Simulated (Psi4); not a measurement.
**BH3O2 (SMILES OBO): QCISD/def2-SVP**

Aim: the energy difference between two shapes of BH3O2 at QCISD/def2-SVP, from 2 runs. 

Program for the calculation: Psi4 1.11.

4 further runs of the same task are left out: 1 that didn't finish, 3 set aside as unsound or not needed.

## 1. The structure to begin with

The species is BH3O2 (6 atoms), meant as a singlet with charge 0. As SMILES, `OBO`. The shape is that of a PBE0-D4/def2-TZVP optimisation. This is one conformer, not always the lowest.

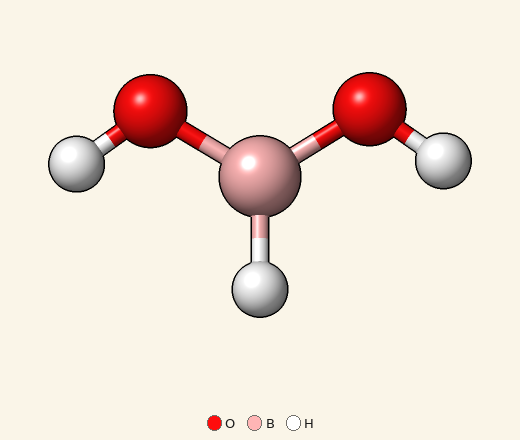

Viewed from a chosen angle; oxygen red, boron pink, hydrogen white.

## 2. The energy at QCISD/def2-SVP

Contents of run.py:

```python
import psi4

psi4.set_memory(1600000000)
psi4.set_num_threads(1)
psi4.set_output_file('psi4.out', False)

mol = psi4.geometry("""
0 1
O     -2.22269587    -0.99116135    -0.47583304
B      0.09354144     0.05310130    -0.13776103
O      1.09717499    -0.10166727     2.21570388
H     -2.82457364    -0.81919628    -2.17431888
H      1.20526732     1.06882910    -1.84456167
H      2.73103220     0.66915202     2.32965437
units au
symmetry c1
no_reorient
no_com
""")

psi4.set_options(dict(basis='def2-SVP', reference='rhf', scf_type='pk', freeze_core=True))

e = psi4.energy('qcisd', molecule=mol)
print(f'total energy {e:.8f} hartree = {e * 27.211386:.5f} eV')
```

Run with:

```console
python run.py
```

psi4.out, cut to the lines that bear on the results:

```text
[...]
  Running in c1 symmetry.
[...]
  Nuclear repulsion =   66.705244568827680
[...]
  Multiplicity = 1
[...]
  Nalpha       = 12
  Nbeta        = 12
[...]
    Number of basis functions: 57
[...]
   @RHF iter   1:  -176.00847941491668   -8.43830e-01   9.35372e-03 ADIIS/DIIS
[...]
   @RHF iter  11:  -176.12578410337099    1.70530e-13   4.24714e-09 DIIS
[...]
    Orbital Energies [Eh]
    ---------------------
    Doubly Occupied:
       1A    -20.558964     2A    -20.558933     3A     -7.648662
       4A     -1.361190     5A     -1.327161     6A     -0.786534
       7A     -0.674309     8A     -0.659261     9A     -0.583401
      10A     -0.568357    11A     -0.496579    12A     -0.483649
[...]
  @RHF Final Energy:  -176.12578410337099
   => Energetics <=
    Nuclear Repulsion Energy =             66.7052445688276805
    One-Electron Energy =                -374.2480588792862477
    Two-Electron Energy =                 131.4170302070875493
    Total Energy =                       -176.1257841033709894
[...]
 Multipole Moments:
 ------------------------------------------------------------------------------------
     Multipole            Electronic (a.u.)      Nuclear  (a.u.)        Total (a.u.)
 ------------------------------------------------------------------------------------
 L = 1.  Multiply by 2.5417464519 to convert [e a0] to [Debye]
 Dipole X            :          7.9358895           -7.4247340            0.5111555
 Dipole Y            :          8.0252877           -7.5583376            0.4669501
 Dipole Z            :        -12.3258950           11.5409354           -0.7849596
 Magnitude           :                                                    1.0466537
[...]
      * MP2 total energy:                   -176.585923979316
[...]
      * MP3 total energy:                   -176.597649853298
[...]
      * QCISD total energy:                 -176.606589873458
[...]
```

Standard output:

```text
total energy -176.60658987 hartree = -4805.71009 eV
```

Wall time 4.2 s (1 thread of AMD EPYC 7B13 (Zen 3), shared host); peak memory 0.26 GiB.

## 3. The distorted shape at the same level

Contents of bh3o2.xyz:

```xyz
6
BH3O2
O     -1.081294    -0.412255    -0.159700
B      0.233096     0.157373     0.032114
O      0.623778    -0.059867     1.236862
H     -1.417495    -0.329574    -1.173759
H      0.816025     0.558364    -1.001149
H      1.436633     0.488417     1.086452
```

Contents of bh3o2.py:

```python
import psi4

psi4.set_memory(1600000000)
psi4.set_num_threads(1)
psi4.core.set_output_file('bh3o2.out', False)

with open('bh3o2.xyz') as f:
    atoms = ''.join(f.readlines()[2:])
geom = psi4.geometry('0 1\n' + atoms + 'symmetry c1\nno_reorient\nno_com')

psi4.set_options({
    'basis': 'def2-SVP',
    'reference': 'rhf',
    'scf_type': 'pk',
    'freeze_core': True,
})

e_tot, wfn = psi4.energy("qcisd", return_wfn=True)
print('E =', round(e_tot, 9))
```

Run with:

```console
python bh3o2.py
```

bh3o2.out, cut to the lines that bear on the results:

```text
[...]
  Running in c1 symmetry.
[...]
  Nuclear repulsion =   66.540477429533652
[...]
  Multiplicity = 1
[...]
  Nalpha       = 12
  Nbeta        = 12
[...]
    Number of basis functions: 57
[...]
   @RHF iter   1:  -175.94104158545221   -8.53117e-01   9.75330e-03 ADIIS/DIIS
[...]
   @RHF iter  12:  -176.07634049642428   -6.25278e-13   2.62877e-09 DIIS
[...]
    Orbital Energies [Eh]
    ---------------------
    Doubly Occupied:
       1A    -20.586262     2A    -20.545873     3A     -7.659373
       4A     -1.397270     5A     -1.274633     6A     -0.755776
       7A     -0.682040     8A     -0.619613     9A     -0.591231
      10A     -0.572696    11A     -0.483612    12A     -0.479409
[...]
  @RHF Final Energy:  -176.07634049642428
   => Energetics <=
    Nuclear Repulsion Energy =             66.5404774295336523
    One-Electron Energy =                -373.9380622287939104
    Two-Electron Energy =                 131.3212443028359644
    Total Energy =                       -176.0763404964242795
[...]
 Multipole Moments:
 ------------------------------------------------------------------------------------
     Multipole            Electronic (a.u.)      Nuclear  (a.u.)        Total (a.u.)
 ------------------------------------------------------------------------------------
 L = 1.  Multiply by 2.5417464519 to convert [e a0] to [Debye]
 Dipole X            :          3.8606998           -3.1359722            0.7247276
 Dipole Y            :          4.9808532           -4.2951661            0.6856871
 Dipole Z            :        -15.2932294           14.5308790           -0.7623504
 Magnitude           :                                                    1.2556174
[...]
      * MP2 total energy:                   -176.547328341324
[...]
      * MP3 total energy:                   -176.556756400407
[...]
      * QCISD total energy:                 -176.567256170740
[...]
```

Standard output:

```text
E = -176.567256171
```

It took 4.2 s on 1 thread of AMD EPYC 7B13 (Zen 3), shared host; peak memory 0.26 GiB.

## 4. What came out

At QCISD/def2-SVP, 3 core orbitals frozen:

```
                                                    quantity          value
                                   first shape: total energy  -176.60659 Eh
            first shape: HOMO energy (Hartree–Fock orbitals)      -13.16 eV
            first shape: LUMO energy (Hartree–Fock orbitals)        4.94 eV
          first shape: HOMO–LUMO gap (Hartree–Fock orbitals)       18.10 eV
    first shape: correlation energy (3 core orbitals frozen)     -480.8 mEh
                                  first shape: T1 diagnostic          0.014
                               distorted shape: total energy  -176.56726 Eh
        distorted shape: HOMO energy (Hartree–Fock orbitals)      -13.05 eV
        distorted shape: LUMO energy (Hartree–Fock orbitals)        4.39 eV
      distorted shape: HOMO–LUMO gap (Hartree–Fock orbitals)       17.43 eV
distorted shape: correlation energy (3 core orbitals frozen)     -490.9 mEh
                              distorted shape: T1 diagnostic          0.016
                      energy change with the atoms displaced       1.070 eV
```

What this shows: With the atoms displaced the energy rises by 1.07 eV (103 kJ/mol). The first shape isn't relaxed at this level, so the change isn't measured from a minimum.
